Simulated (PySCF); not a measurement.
# C₅H₈Si: NMR shifts at several levels of theory, part 1 of 2

How much do the NMR shifts of C₅H₈Si (`C#CC[C@@H]1C[SiH2]1`) depend on the level of theory, and what does each level cost?

Programs: PySCF 2.14.0, with density-fitted response routines of our own. Each step states its level of theory. These are calculated values for one molecule in the gas phase, unless marked as measured. Atoms count from 0, in the outputs and in this text.

### 1 The molecule as given

14 atoms, charge 0, multiplicity 1; geometry from: GFN2-xTB. The atoms were then displaced at random by about 0.01 Å, so the start is not that level's minimum.

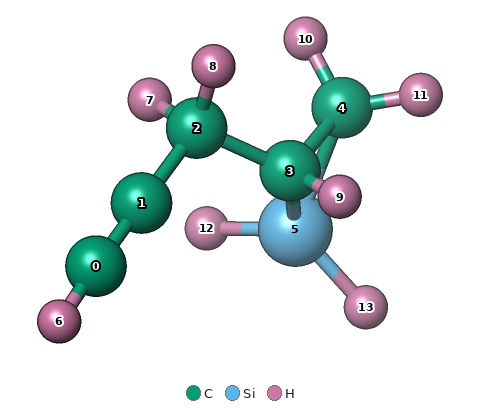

As it starts; carbon teal, silicon blue, hydrogen pink, atoms numbered; sticks join atoms by distance.

### 2 Optimising the geometry at PBE0-D3(BJ)/def2-SVP

The job: settings as JSON, then the geometry in Å.

```
{"job": {"xc": "PBE0", "basis": "def2-SVP", "d3": "d3bj", "grid": 1, "shake": 0.01, "kind": "geom"}, "charge": 0, "multiplicity": 1}
C      2.967110    -0.842190    -0.233500
C      1.869780    -0.706080     0.280790
C      0.554580    -0.533290     0.888300
C     -0.173910     0.587400     0.227420
C     -1.716310     0.638720     0.512850
Si    -1.303510     0.278850    -1.279100
H      3.897070    -0.929110    -0.687680
H      0.035280    -1.465530     0.816310
H      0.713700    -0.302150     1.981220
H      0.302570     1.536460     0.321100
H     -2.104070    -0.141670     1.172770
H     -2.096640     1.612660     0.820740
H     -1.479890    -1.085790    -1.741440
H     -1.472920     1.336630    -2.247470
```

The run is started by

```
> OMP_NUM_THREADS=1 python probes_run.py task.json out
```

The driver reads the jobs from task.json and runs them one after another.

Output:

```text
step   0  E = -484.12971297  max force = 0.046700
step   1  E = -484.13252941  max force = 0.013027
step   2  E = -484.13467850  max force = 0.008132
step   3  E = -484.13619624  max force = 0.002535
step   4  E = -484.13642404  max force = 0.001129
step   5  E = -484.13650826  max force = 0.000578
step   6  E = -484.13653640  max force = 0.000327
step   7  E = -484.13655054  max force = 0.000304
optimisation converged
```

It took 72 s on 1 thread of Arm Neoverse V1, shared host; peak memory 0.49 GiB.

Along the way:

| step | energy from step 0 (eV) | largest force component (eV/Å) |
| --- | --- | --- |
| 0 | 0.0000 | 2.4014 |
| 1 | -0.0766 | 0.6699 |
| 2 | -0.1351 | 0.4182 |
| 3 | -0.1764 | 0.1304 |
| 4 | -0.1826 | 0.0581 |
| 5 | -0.1849 | 0.0297 |
| 6 | -0.1857 | 0.0168 |
| 7 | -0.1861 | 0.0156 |

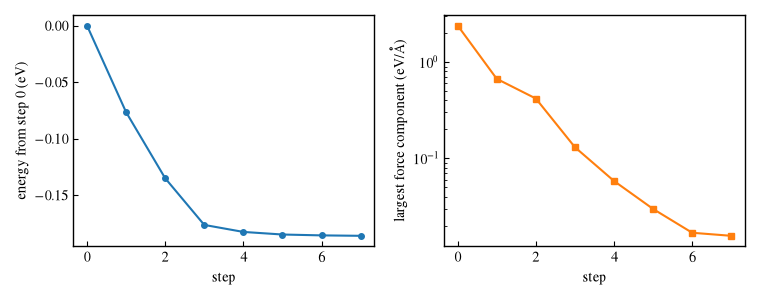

Energy and largest force along the relaxation.

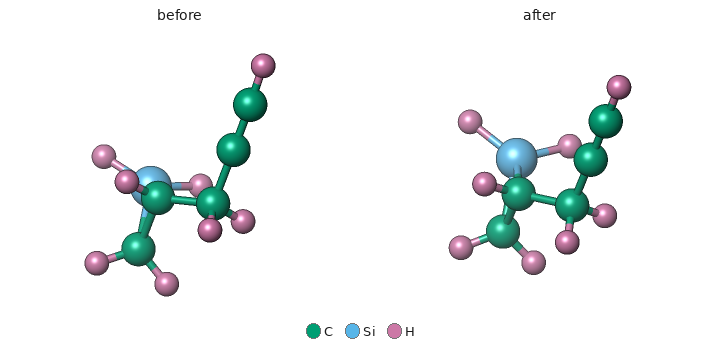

Before and after, at one scale.

Distances of close pairs at the start and the end, largest changes first:

| bond | before (Å) | after (Å) | change (Å) |
| --- | --- | --- | --- |
| C3–Si5 | 1.908 | 1.866 | -0.042 |
| Si5–H13 | 1.444 | 1.483 | +0.039 |
| C0–H6 | 1.039 | 1.074 | +0.035 |
| C2–H7 | 1.070 | 1.105 | +0.035 |
| C3–C4 | 1.569 | 1.536 | -0.033 |
| Si5–H12 | 1.452 | 1.484 | +0.033 |
| C3–H9 | 1.066 | 1.097 | +0.031 |
| C2–C3 | 1.491 | 1.519 | +0.028 |

The end geometry stands in the next job.

| at the end point | value |
| --- | --- |
| point group (found at 0.08 Å tolerance) | C1 |
| rotational constants (GHz, main isotopes) | 6.403, 1.598, 1.374 |
| dipole moment (D) | 0.68 |

### 3 Shielding tensors: PBE0/pcSseg-1

The job: settings as JSON, then the geometry in Å.

```
{"job": {"kind": "nmr", "xc": "PBE0", "basis": "pcSseg-1", "pop": false}, "charge": 0, "multiplicity": 1}
C      3.002782    -0.593585     0.653275
C      1.804313    -0.564860     0.823948
C      0.359755    -0.516950     1.013106
C     -0.323838     0.560025     0.187473
C     -1.846870     0.472563     0.006361
Si    -0.872771     0.275281    -1.572676
H      4.066118    -0.618348     0.503980
H     -0.065177    -1.506520     0.766367
H      0.141017    -0.360700     2.085944
H      0.047981     1.568256     0.409907
H     -2.330715    -0.418248     0.425119
H     -2.425391     1.384604     0.188460
H     -0.740648    -1.088935    -2.142066
H     -0.820867     1.391702    -2.547975
```

With the program's defaults for keys left out, this is: GIAO PBE0/pcSseg-1 NMR shielding, non-relativistic, gas phase.

Output:

```text
coarse grid: 12016 points
cycle   1  E = -484.2326928848  dE =  6.354e-01  |g| = 4.324e-01  |ddm| = 3.544e+00
cycle   2  E = -484.2089066399  dE =  2.379e-02  |g| = 5.161e-01  |ddm| = 1.110e+00
cycle   3  E = -484.2826121681  dE = -7.371e-02  |g| = 8.835e-02  |ddm| = 6.396e-01
cycle   4  E = -484.2845853285  dE = -1.973e-03  |g| = 2.877e-02  |ddm| = 1.207e-01
cycle   5  E = -484.2847064976  dE = -1.212e-04  |g| = 1.980e-02  |ddm| = 3.413e-02
cycle   6  E = -484.2848031886  dE = -9.669e-05  |g| = 2.591e-03  |ddm| = 1.503e-02
cycle   7  E = -484.2848047436  dE = -1.555e-06  |g| = 6.490e-04  |ddm| = 2.537e-03
final grid: 110944 points
cycle   8  E = -484.3222261512  dE = -2.570e-05  |g| = 6.310e-03  |ddm| = 3.527e-02
cycle   9  E = -484.3222159711  dE =  1.018e-05  |g| = 8.715e-03  |ddm| = 1.509e-02
cycle  10  E = -484.3222364824  dE = -2.051e-05  |g| = 1.641e-03  |ddm| = 9.497e-03
cycle  11  E = -484.3222371312  dE = -6.488e-07  |g| = 4.779e-04  |ddm| = 1.515e-03
cycle  12  E = -484.3222371840  dE = -5.280e-08  |g| = 1.322e-04  |ddm| = 4.568e-04
cycle  13  E = -484.3222371883  dE = -4.335e-09  |g| = 1.858e-05  |ddm| = 1.240e-04
cycle  14  E = -484.3222371884  dE = -7.435e-11  |g| = 7.511e-06  |ddm| = 2.752e-05
converged SCF energy = -484.3222371884

GIAO shielding tensors (ppm)
atom      isotropic    diamagn.    paramagn.     s11        s22        s33       span
  0 C      110.823     258.212    -147.388     38.708     40.047    253.715    215.007
  1 C       97.052     260.869    -163.817     -6.300      1.569    295.887    302.187
  2 C      160.022     245.883     -85.861    140.487    159.011    180.568     40.081
  3 C      175.554     252.938     -77.384    145.752    169.439    211.472     65.720
  4 C      184.915     253.944     -69.030    154.297    190.806    209.641     55.344
  5 Si     485.075     881.329    -396.253    375.463    400.218    679.545    304.082
  6 H       29.424      33.020      -3.596     24.159     24.461     39.652     15.492
  7 H       29.844      29.336       0.508     24.908     30.033     34.591      9.683
  8 H       28.358      26.920       1.438     22.381     28.095     34.597     12.216
  9 H       30.209      31.649      -1.441     24.216     28.548     37.862     13.646
 10 H       31.107      30.419       0.688     25.865     28.036     39.420     13.555
 11 H       30.423      29.533       0.890     24.903     25.963     40.402     15.499
 12 H       28.697      29.609      -0.912     23.885     26.769     35.436     11.550
 13 H       28.483      29.375      -0.892     23.460     25.674     36.315     12.855
```

Wall time 19 s (1 thread of Arm Neoverse V1, shared host); peak memory 0.85 GiB.

Shifts follow as δ = σ(reference) − σ, with reference shieldings (ppm) from runs at the same level and on the same kind of geometry: ¹H TMS 31.27, ¹³C TMS 184.4, ²⁹Si TMS 352.0. The references are single molecules in the gas phase.

| atoms | environment | σ (ppm) | δ (ppm) | δ scaled to CDCl3 |
| --- | --- | --- | --- | --- |
| C1 | alkyne carbon | 97.1 | 87.4 | 84.3 |
| C0 | terminal alkyne carbon | 110.8 | 73.6 | 70.9 |
| C2 | propargylic sp3 CH2 | 160.0 | 24.4 | 23.2 |
| C3 | three-membered-ring carbon | 175.6 | 8.9 | 8.1 |
| C4 | three-membered-ring carbon | 184.9 | -0.5 | -1.0 |
| H8 | hydrogen on a propargylic sp3 CH2 | 28.36 | 2.91 | 2.97 |
| H13 | hydrogen on a silicon bonded to 2 C, in a 3-membered ring | 28.48 | 2.78 | – |
| H12 | hydrogen on a silicon bonded to 2 C, in a 3-membered ring | 28.70 | 2.57 | – |
| H6 | hydrogen on a terminal alkyne carbon | 29.42 | 1.84 | 1.96 |
| H7 | hydrogen on a propargylic sp3 CH2 | 29.84 | 1.42 | 1.56 |
| H9 | hydrogen on a three-membered-ring carbon | 30.21 | 1.06 | 1.22 |
| H11 | hydrogen on a three-membered-ring carbon | 30.42 | 0.84 | 1.02 |
| H10 | hydrogen on a three-membered-ring carbon | 31.11 | 0.16 | 0.37 |
| Si5 | silicon bonded to 2 C, 2 H, in a 3-membered ring | 485.1 | -133.1 | – |

The scaled column applies a straight-line fit of computed shieldings to shifts measured in CDCl3 (root-mean-square error 0.21 ppm for H, 2.0 ppm for C).

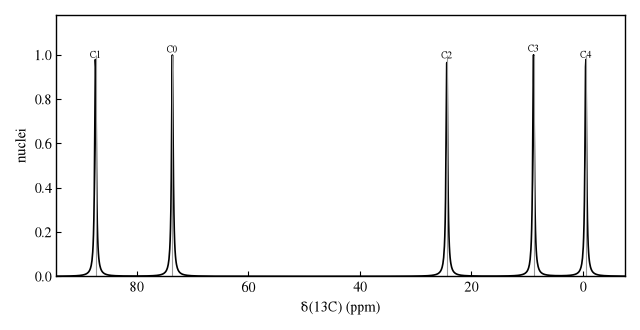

¹³C lines at the computed shifts, without couplings. Lines are broadened to a width of 0.35 ppm (Lorentzian).

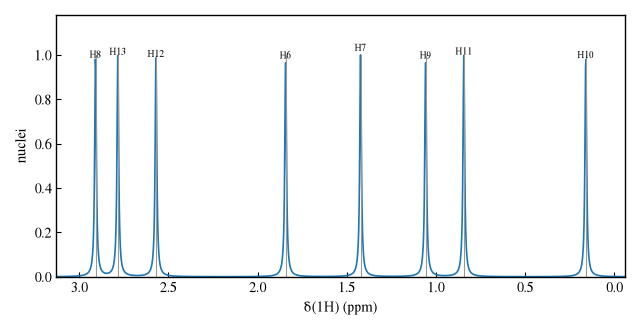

¹H lines at the computed shifts, without couplings. Lines are broadened to a width of 0.01 ppm (Lorentzian).

Ring of atoms C3, C4, Si5: NICS(0) -27.8, NICS(1) -8.3, NICS(1)zz -16.6 ppm (means of both faces).

In rings of three or four atoms NICS is ruled by the nearby σ bonds, so it says little on aromaticity.

### 4 Nuclear shieldings: mPW1PW91/pcSseg-1

Settings changed since step 3:

```diff
@@ -1,2 +1,2 @@
-{"job": {"kind": "nmr", "xc": "PBE0", "basis": "pcSseg-1", "pop": false}, "charge": 0, "multiplicity": 1}
+{"job": {"kind": "nmr", "xc": "mPW1PW91", "basis": "pcSseg-1", "pop": false}, "charge": 0, "multiplicity": 1}
 C      3.002782    -0.593585     0.653275
```

Method: GIAO mPW1PW91/pcSseg-1 NMR shielding, non-relativistic, gas phase.

Output:

```text
coarse grid: 12016 points
cycle   1  E = -484.5596477518  dE =  6.351e-01  |g| = 4.349e-01  |ddm| = 3.547e+00
cycle   2  E = -484.5362599136  dE =  2.339e-02  |g| = 5.173e-01  |ddm| = 1.098e+00
cycle   3  E = -484.6103757934  dE = -7.412e-02  |g| = 8.844e-02  |ddm| = 6.381e-01
cycle   4  E = -484.6123520045  dE = -1.976e-03  |g| = 2.884e-02  |ddm| = 1.205e-01
cycle   5  E = -484.6124720106  dE = -1.200e-04  |g| = 2.007e-02  |ddm| = 3.404e-02
cycle   6  E = -484.6125716852  dE = -9.967e-05  |g| = 2.562e-03  |ddm| = 1.521e-02
cycle   7  E = -484.6125732082  dE = -1.523e-06  |g| = 6.543e-04  |ddm| = 2.536e-03
final grid: 110944 points
cycle   8  E = -484.6504263591  dE = -2.692e-05  |g| = 4.187e-03  |ddm| = 3.391e-02
cycle   9  E = -484.6504218714  dE =  4.488e-06  |g| = 5.819e-03  |ddm| = 1.014e-02
cycle  10  E = -484.6504309854  dE = -9.114e-06  |g| = 1.064e-03  |ddm| = 6.219e-03
cycle  11  E = -484.6504312533  dE = -2.679e-07  |g| = 3.459e-04  |ddm| = 1.008e-03
cycle  12  E = -484.6504312797  dE = -2.635e-08  |g| = 1.237e-04  |ddm| = 3.523e-04
cycle  13  E = -484.6504312835  dE = -3.844e-09  |g| = 1.553e-05  |ddm| = 1.132e-04
cycle  14  E = -484.6504312836  dE = -5.707e-11  |g| = 6.288e-06  |ddm| = 2.322e-05
converged SCF energy = -484.6504312836

GIAO shielding tensors (ppm)
atom      isotropic    diamagn.    paramagn.     s11        s22        s33       span
  0 C      110.322     257.532    -147.210     37.933     39.298    253.736    215.803
  1 C       96.636     261.016    -164.380     -6.924      0.891    295.941    302.864
  2 C      159.283     245.830     -86.547    139.912    158.289    179.649     39.737
  3 C      174.783     253.126     -78.343    145.066    168.671    210.612     65.546
  4 C      184.018     253.960     -69.941    153.453    189.809    208.792     55.339
  5 Si     482.815     881.404    -398.589    373.166    398.002    677.276    304.110
  6 H       29.471      33.150      -3.679     24.220     24.518     39.675     15.454
  7 H       29.894      29.384       0.510     24.970     30.092     34.620      9.650
  8 H       28.424      26.954       1.469     22.467     28.174     34.630     12.163
  9 H       30.277      31.720      -1.443     24.307     28.651     37.872     13.565
 10 H       31.158      30.463       0.696     25.933     28.136     39.406     13.473
 11 H       30.485      29.568       0.917     24.996     26.071     40.388     15.392
 12 H       28.757      29.680      -0.923     23.964     26.848     35.458     11.494
 13 H       28.548      29.434      -0.886     23.548     25.762     36.333     12.785
```

Run time: 16 s. Hardware: 1 thread of Arm Neoverse V1, shared host; peak memory 0.85 GiB.

In short: δ C1 86.9, C0 73.2, C2 24.3, C3 8.8, H8 2.89, H13 2.77 ppm.

### 5 Nuclear shieldings: WP04/pcSseg-1

Settings changed since step 4:

```diff
@@ -1,2 +1,2 @@
-{"job": {"kind": "nmr", "xc": "mPW1PW91", "basis": "pcSseg-1", "pop": false}, "charge": 0, "multiplicity": 1}
+{"job": {"kind": "nmr", "xc": "WP04", "basis": "pcSseg-1", "pop": false}, "charge": 0, "multiplicity": 1}
 C      3.002782    -0.593585     0.653275
```

Method: GIAO WP04/pcSseg-1 NMR shielding, non-relativistic, gas phase.

Output:

```text
coarse grid: 12016 points
cycle   1  E = -492.7435187571  dE =  5.518e-01  |g| = 6.941e-01  |ddm| = 3.653e+00
cycle   2  E = -492.5773974937  dE =  1.661e-01  |g| = 9.966e-01  |ddm| = 1.851e+00
cycle   3  E = -492.8653830883  dE = -2.880e-01  |g| = 1.981e-01  |ddm| = 1.331e+00
cycle   4  E = -492.8744755487  dE = -9.092e-03  |g| = 9.069e-02  |ddm| = 2.498e-01
cycle   5  E = -492.8759446141  dE = -1.469e-03  |g| = 4.894e-02  |ddm| = 8.558e-02
cycle   6  E = -492.8765391089  dE = -5.945e-04  |g| = 5.060e-03  |ddm| = 3.849e-02
cycle   7  E = -492.8765452451  dE = -6.136e-06  |g| = 1.692e-03  |ddm| = 6.233e-03
final grid: 110944 points
cycle   8  E = -492.9310767653  dE = -3.894e-05  |g| = 6.588e-03  |ddm| = 4.193e-02
cycle   9  E = -492.9310625674  dE =  1.420e-05  |g| = 9.672e-03  |ddm| = 1.477e-02
cycle  10  E = -492.9310872409  dE = -2.467e-05  |g| = 2.083e-03  |ddm| = 9.916e-03
cycle  11  E = -492.9310882847  dE = -1.044e-06  |g| = 6.827e-04  |ddm| = 1.946e-03
cycle  12  E = -492.9310883934  dE = -1.086e-07  |g| = 1.891e-04  |ddm| = 6.369e-04
cycle  13  E = -492.9310884019  dE = -8.550e-09  |g| = 4.547e-05  |ddm| = 1.662e-04
cycle  14  E = -492.9310884023  dE = -4.381e-10  |g| = 1.542e-05  |ddm| = 5.109e-05
converged SCF energy = -492.9310884023

GIAO shielding tensors (ppm)
atom      isotropic    diamagn.    paramagn.     s11        s22        s33       span
  0 C      105.969     257.816    -151.847     31.013     32.424    254.470    223.458
  1 C       92.657     259.008    -166.351    -12.359     -4.999    295.329    307.688
  2 C      146.605     250.030    -103.425    127.249    145.591    166.976     39.727
  3 C      161.637     254.829     -93.193    131.730    154.800    198.380     66.650
  4 C      171.471     255.487     -84.016    141.356    176.436    196.622     55.266
  5 Si     461.983     883.669    -421.686    351.658    384.502    649.789    298.131
  6 H       29.925      33.990      -4.065     24.876     25.134     39.764     14.888
  7 H       30.112      30.659      -0.547     25.471     30.416     34.449      8.978
  8 H       28.789      27.318       1.471     23.237     28.632     34.497     11.260
  9 H       30.614      32.670      -2.056     25.060     29.402     37.379     12.319
 10 H       31.414      31.209       0.206     26.515     28.940     38.789     12.274
 11 H       30.839      29.789       1.050     25.783     27.002     39.733     13.950
 12 H       29.360      30.817      -1.458     24.813     27.724     35.542     10.730
 13 H       29.176      30.221      -1.046     24.457     26.718     36.352     11.896
```

It took 17 s on 1 thread of Arm Neoverse V1, shared host; peak memory 0.85 GiB.

Key values: δ C1 79.8, C0 66.5, C2 25.8, C3 10.8, H8 2.78, H13 2.39 ppm.

### 6 Shielding tensors: B97-2/pcSseg-1

Settings changed since step 5:

```diff
@@ -1,2 +1,2 @@
-{"job": {"kind": "nmr", "xc": "WP04", "basis": "pcSseg-1", "pop": false}, "charge": 0, "multiplicity": 1}
+{"job": {"kind": "nmr", "xc": "B97-2", "basis": "pcSseg-1", "pop": false}, "charge": 0, "multiplicity": 1}
 C      3.002782    -0.593585     0.653275
```

Method: GIAO B97-2/pcSseg-1 NMR shielding, non-relativistic, gas phase.

Output:

```text
coarse grid: 12016 points
cycle   1  E = -484.5460859034  dE =  6.053e-01  |g| = 4.401e-01  |ddm| = 3.562e+00
cycle   2  E = -484.5141969766  dE =  3.189e-02  |g| = 5.469e-01  |ddm| = 1.152e+00
cycle   3  E = -484.5985393846  dE = -8.434e-02  |g| = 9.470e-02  |ddm| = 6.960e-01
cycle   4  E = -484.6008330880  dE = -2.294e-03  |g| = 3.140e-02  |ddm| = 1.302e-01
cycle   5  E = -484.6009605207  dE = -1.274e-04  |g| = 2.307e-02  |ddm| = 3.692e-02
cycle   6  E = -484.6010941233  dE = -1.336e-04  |g| = 2.477e-03  |ddm| = 1.739e-02
cycle   7  E = -484.6010955804  dE = -1.457e-06  |g| = 7.076e-04  |ddm| = 2.723e-03
final grid: 110944 points
cycle   8  E = -484.6290102887  dE = -4.759e-05  |g| = 2.745e-03  |ddm| = 3.825e-02
cycle   9  E = -484.6290105662  dE = -2.775e-07  |g| = 1.541e-03  |ddm| = 3.029e-03
cycle  10  E = -484.6290109211  dE = -3.548e-07  |g| = 6.825e-04  |ddm| = 1.980e-03
cycle  11  E = -484.6290110349  dE = -1.139e-07  |g| = 1.381e-04  |ddm| = 7.376e-04
cycle  12  E = -484.6290110373  dE = -2.389e-09  |g| = 9.921e-05  |ddm| = 1.811e-04
cycle  13  E = -484.6290110397  dE = -2.373e-09  |g| = 2.463e-05  |ddm| = 7.824e-05
cycle  14  E = -484.6290110398  dE = -1.542e-10  |g| = 3.231e-06  |ddm| = 2.324e-05
converged SCF energy = -484.6290110398

GIAO shielding tensors (ppm)
atom      isotropic    diamagn.    paramagn.     s11        s22        s33       span
  0 C      113.212     257.818    -144.606     42.052     43.454    254.132    212.080
  1 C       99.404     260.546    -161.142     -2.389      5.326    295.274    297.663
  2 C      159.198     246.212     -87.013    140.015    158.093    179.486     39.471
  3 C      174.598     253.005     -78.407    145.197    168.192    210.405     65.207
  4 C      183.941     253.902     -69.960    153.768    189.569    208.487     54.720
  5 Si     487.359     881.587    -394.228    380.162    404.152    677.763    297.601
  6 H       29.546      33.309      -3.763     24.300     24.596     39.743     15.444
  7 H       29.928      29.570       0.358     25.045     30.148     34.592      9.547
  8 H       28.463      27.034       1.429     22.551     28.231     34.605     12.054
  9 H       30.333      31.833      -1.500     24.420     28.750     37.830     13.410
 10 H       31.209      30.576       0.633     26.027     28.244     39.357     13.330
 11 H       30.542      29.614       0.928     25.101     26.189     40.338     15.237
 12 H       28.874      29.881      -1.007     24.106     27.017     35.501     11.395
 13 H       28.663      29.587      -0.924     23.691     25.934     36.365     12.674
```

It took 16 s on 1 thread of Arm Neoverse V1, shared host; peak memory 0.85 GiB.

Key values: δ C1 84.3, C0 70.5, C2 24.5, C3 9.1, H8 2.91, H13 2.71 ppm.

### 7 Nuclear shieldings: BHandHLYP/pcSseg-1

Settings changed since step 6:

```diff
@@ -1,2 +1,2 @@
-{"job": {"kind": "nmr", "xc": "B97-2", "basis": "pcSseg-1", "pop": false}, "charge": 0, "multiplicity": 1}
+{"job": {"kind": "nmr", "xc": "BHandHLYP", "basis": "pcSseg-1", "pop": false}, "charge": 0, "multiplicity": 1}
 C      3.002782    -0.593585     0.653275
```

Level: GIAO BHandHLYP/pcSseg-1 NMR shielding, non-relativistic, gas phase.

Output:

```text
coarse grid: 12016 points
cycle   1  E = -484.4832677259  dE =  7.933e-01  |g| = 3.534e-01  |ddm| = 3.502e+00
cycle   2  E = -484.5048860326  dE = -2.162e-02  |g| = 2.516e-01  |ddm| = 7.908e-01
cycle   3  E = -484.5209074157  dE = -1.602e-02  |g| = 6.180e-02  |ddm| = 2.821e-01
cycle   4  E = -484.5218052239  dE = -8.978e-04  |g| = 2.400e-02  |ddm| = 8.422e-02
cycle   5  E = -484.5219474900  dE = -1.423e-04  |g| = 5.676e-03  |ddm| = 2.497e-02
cycle   6  E = -484.5219534323  dE = -5.942e-06  |g| = 2.764e-03  |ddm| = 5.621e-03
final grid: 110944 points
cycle   7  E = -484.5537577483  dE = -8.013e-06  |g| = 5.454e-03  |ddm| = 1.661e-02
cycle   8  E = -484.5537483030  dE =  9.445e-06  |g| = 8.196e-03  |ddm| = 1.110e-02
cycle   9  E = -484.5537654524  dE = -1.715e-05  |g| = 6.653e-04  |ddm| = 6.302e-03
cycle  10  E = -484.5537655556  dE = -1.033e-07  |g| = 1.313e-04  |ddm| = 5.937e-04
cycle  11  E = -484.5537655600  dE = -4.382e-09  |g| = 5.078e-05  |ddm| = 2.036e-04
cycle  12  E = -484.5537655607  dE = -6.830e-10  |g| = 5.719e-06  |ddm| = 6.051e-05
converged SCF energy = -484.5537655607

GIAO shielding tensors (ppm)
atom      isotropic    diamagn.    paramagn.     s11        s22        s33       span
  0 C      109.860     259.440    -149.580     37.474     38.994    253.113    215.639
  1 C       96.597     262.464    -165.867     -8.693     -0.404    298.889    307.583
  2 C      161.193     244.705     -83.512    142.467    160.257    180.854     38.388
  3 C      177.156     252.545     -75.389    146.039    170.902    214.526     68.487
  4 C      186.414     253.439     -67.025    154.552    192.032    212.658     58.106
  5 Si     488.821     880.346    -391.525    379.155    404.282    683.025    303.870
  6 H       29.469      32.754      -3.285     24.187     24.488     39.730     15.543
  7 H       30.117      29.503       0.613     25.123     30.292     34.936      9.813
  8 H       28.649      26.938       1.711     22.650     28.349     34.949     12.299
  9 H       30.533      31.846      -1.313     24.462     28.915     38.222     13.761
 10 H       31.378      30.609       0.769     26.053     28.343     39.739     13.686
 11 H       30.692      29.702       0.990     25.103     26.268     40.705     15.602
 12 H       28.921      29.942      -1.021     24.195     26.981     35.588     11.393
 13 H       28.718      29.663      -0.945     23.799     25.887     36.469     12.670
```

It took 14 s on 1 thread of Arm Neoverse V1, shared host; peak memory 0.84 GiB.

This run: δ C1 87.4, C0 74.1, C2 22.8, C3 6.8, H8 2.79, H13 2.73 ppm.

(Continued in part 2 of 2.)
